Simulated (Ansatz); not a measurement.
# AlCl$_{2}$F···H$_{2}$: what the fields show

The calculation's input:

```
crystal:
  periodic: [false, false, false]
  atoms:
    - { symbol: Al, position_ang: [-0.168234, -0.761015, 0.298379] }
    - { symbol: F, position_ang: [-1.612571, 0.152804, 0.110677] }
    - { symbol: Cl, position_ang: [0.469809, -1.97535, -1.244782] }
    - { symbol: Cl, position_ang: [0.817777, -0.73584, 2.112352] }
    - { symbol: H, position_ang: [-0.082554, 1.55867, -0.56654] }
    - { symbol: H, position_ang: [0.575773, 1.760731, -0.709987] }
magnetization:
  spin_polarized: true
basis:
  gaussian: { orbitals: def2-SVP }
hamiltonian:
  xc: r2scanh
relax:
  f_tol: 0.03
  max_steps: 50
output:
  orbitals: {}
```

Command:

```sh
ansatz run input.yaml --threads 2 --pin off --max-ram 3072MiB --backend cpu --events-out ev --progress --plain --runs-dir out
```

The fields are those of the run's last geometry, not of the input's.

The calculation used Ansatz, UKS r2SCANh/def2-SVP.

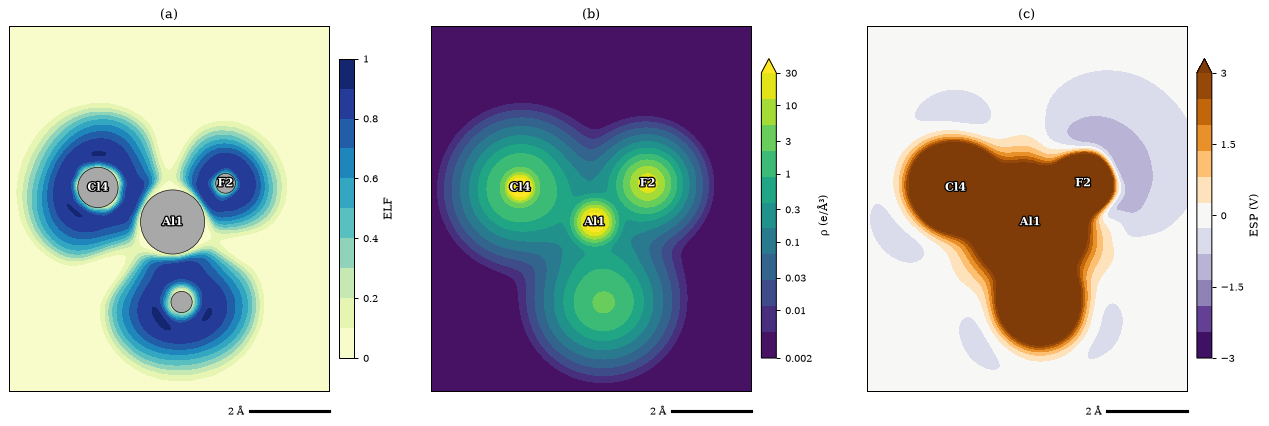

Figure 1. (a) ELF; (b) total electron density; (c) electrostatic potential on the plane of atoms F2, Al1 and Cl4. Grey discs cover the atomic cores in the ELF map.

**Describe what can be read from this map.**

- The plane passes through Al, F and Cl nuclei.
- Al–F (1.66 Å): the density is about 0.8 e/Å³ at the midpoint; the ELF peaks at about 0.85 in the valence shell of F, 0.6 Å from its nucleus, and is about 0.25 at the midpoint.
- Al–Cl (2.08 Å): the density is about 0.73 e/Å³ at the midpoint; the ELF peaks at about 0.85 in the valence shell of Cl, 0.9 Å from its nucleus, and is about 0.80 at the midpoint.
- The ELF also peaks beside Cl3, Cl4 and F2, away from the bonds: lone-pair regions.
- Outside the dense part of the complex the potential is most negative (−1.3 V) near F2.

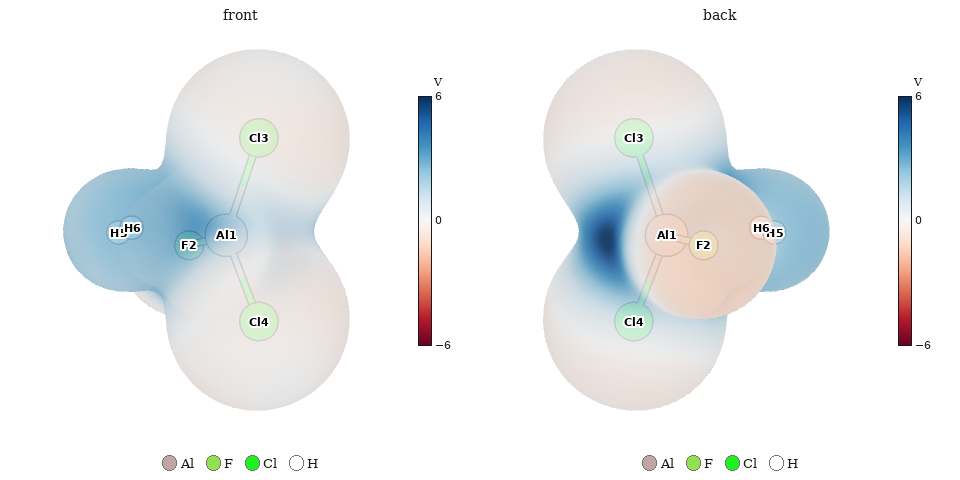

Figure 2. The electrostatic potential painted on the density surface at 0.004 e/bohr³, seen from the front and from behind; red is negative and blue positive.

**Describe the electrostatic potential map.**

The most negative region (about −1.2 V) lies over F2, the most positive (about +5.5 V) over Al1.

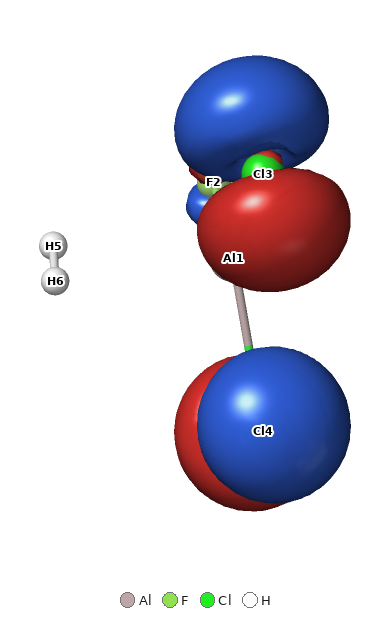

Figure 3. The HOMO at ±0.15 Å⁻³ᐟ² (blue and red are the two phases), seen at a tilt.

**Where does this orbital lie, and at what energy?**

By Hirshfeld shares it lies mainly on Cl4 (about 45 %) and Cl3 (about 45 %); largely a combination of lone pairs on Cl4 and Cl3. Its energy is −8.74 eV.
